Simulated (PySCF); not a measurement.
C₅H₁₁BSi (SMILES CC#C[SiH2]B(C)C)

Input file:

```
{"job": {"kind": "nmr", "xc": "PBE0", "basis": "pcSseg-1"}, "charge": 0, "multiplicity": 1}
C      3.850211    -0.063186    -0.698992
C      2.538369     0.096886    -0.106481
C      1.450946     0.229427     0.395770
Si    -0.244107     0.439662     1.117932
B     -1.609600    -0.002836    -0.231741
C     -1.650509    -1.443465    -0.868986
C     -2.661920     1.066687    -0.709882
H      4.561323     0.610086    -0.219962
H      4.195456    -1.089351    -0.570516
H      3.811148     0.165790    -1.764473
H     -0.263394     1.824983     1.635359
H     -0.263566    -0.423917     2.319428
H     -2.217058    -1.511927    -1.796976
H     -2.136622    -2.115360    -0.157544
H     -0.661117    -1.865097    -1.042855
H     -3.551850     0.647645    -1.177976
H     -2.175745     1.684212    -1.469470
H     -2.980723     1.756079     0.070949
```

Launched as:

```sh
OMP_NUM_THREADS=1 python probes_run.py task.json out
```

Geometry: GFN2-xTB.

Level of theory: PBE0/pcSseg-1, SCF density, gas phase, non-relativistic (PySCF).

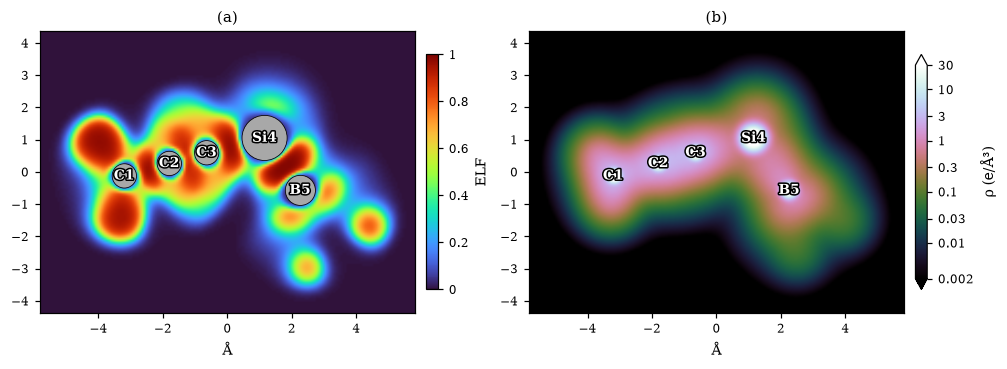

Figure 1. (a) electron localisation function; (b) total electron density on the plane of atoms C3, Si4 and B5. Grey discs cover the atomic cores in the ELF map.

### What do the fields say about this system?

The plane passes through C, Si and B nuclei. C–C (1.21 Å): the density is about 2.7 e/Å³ at the midpoint; the ELF peaks at about 0.85 between the atoms (a multiple bond). C–Si (1.85 Å): the density is about 0.9 e/Å³ at the midpoint; the ELF peaks at about 0.95 between the atoms, as expected for a covalent bond. Si–B (1.97 Å): ρ at the midpoint is about 0.85 e/Å³; the ELF peaks at about 1 between the atoms: a covalent bond.

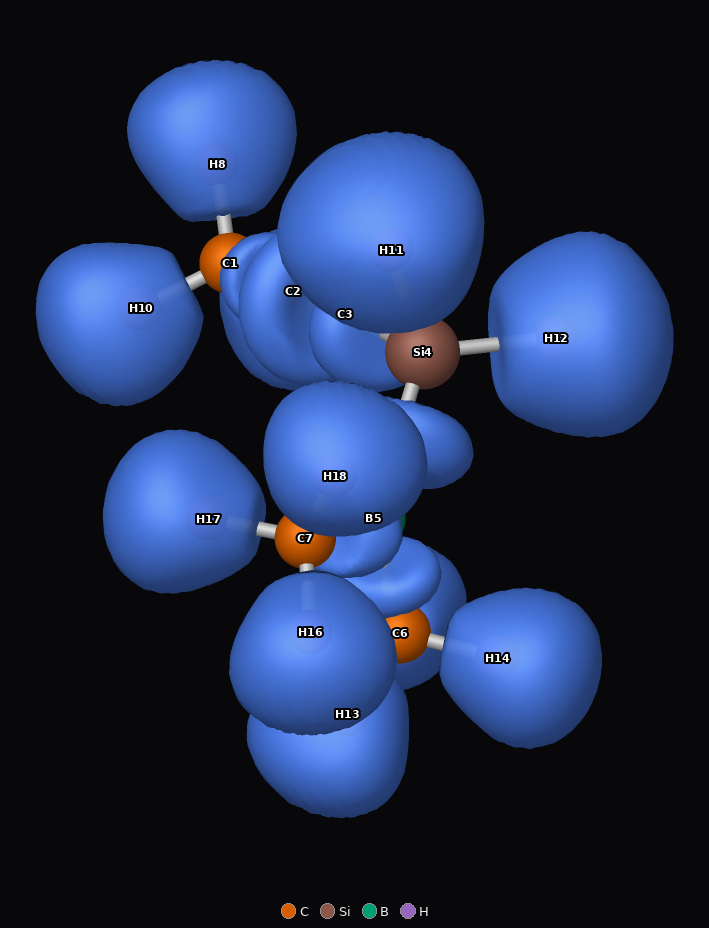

Figure 2. Isosurface of the electron localisation function at 0.8 (blue), seen at an oblique angle. Core shells and regions of very low density are left out.

### Identify the bonds, lone pairs and shells in this picture.

The ELF exceeds this value in two regions between bonded B–C atoms (shared pairs), one region between bonded B–Si atoms (shared pairs), two regions between bonded C–C atoms (shared pairs), one region between bonded C–Si atoms (shared pairs) and eleven regions around hydrogen nuclei.


 C–B (1.57 Å): the ELF peaks at about 0.95 between the atoms; localised, covalent bonding.

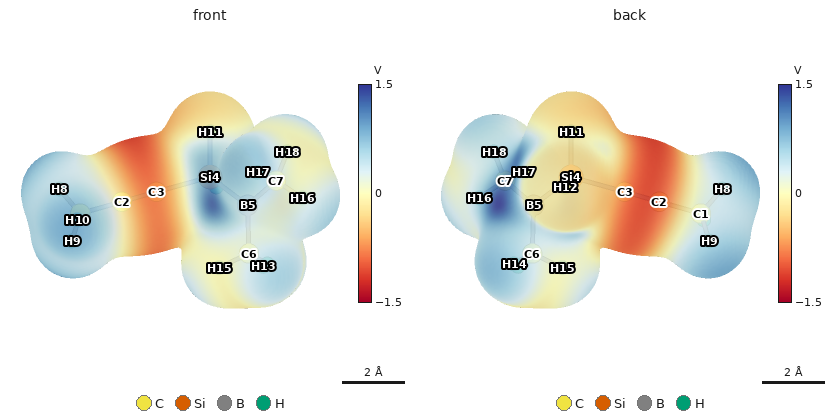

Figure 3. The electrostatic potential painted on the density surface at 0.002 e/bohr³, seen from the front and from behind; the colour scale runs from red (negative) to blue (positive).

### Describe the electrostatic potential map.

The most negative region (about −1.1 V, or −25 kcal/mol for a unit charge) lies over C2 and C3, the most positive (about +1.3 V, or +30 kcal/mol for a unit charge) over B5.
